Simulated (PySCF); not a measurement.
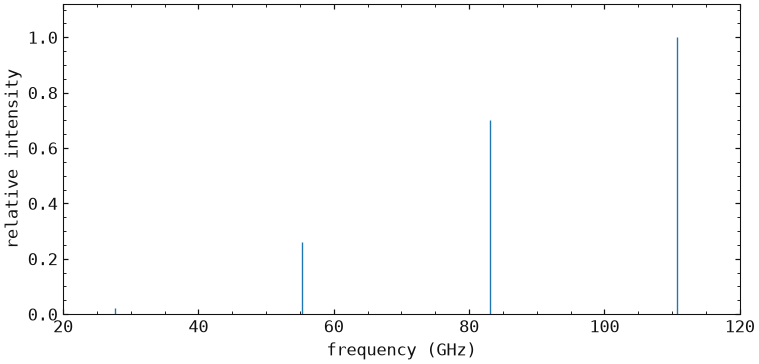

SiH₃F, SMILES F[SiH3]. Simulated rotational absorption lines between 20 and 120 GHz at 8 K: rigid rotor with the equilibrium constants and dipole of one optimised conformer (PBE0-D3(BJ)/def2-SVP, PySCF 2.14.0), commonest isotopes; no centrifugal distortion, hyperfine structure, internal rotation or nuclear-spin weights; lines within 1 MHz of each other are summed.

What are the rotational constants, and what kind of rotor is it?

Answer. Rotational constants A, B, C = 83.89, 13.84, 13.84 GHz; Ray's κ = −1.00, a prolate symmetric top.

Which dipole components drive the lines?

Answer.
|μa|, |μb|, |μc| = 1.41, 0.00, 0.00 D; a-type lines carry 100 % of the intensity in this range.

Known limits of this run: coarse grid, loose stop and no frequency check, small forces are noise and the end may be a saddle.
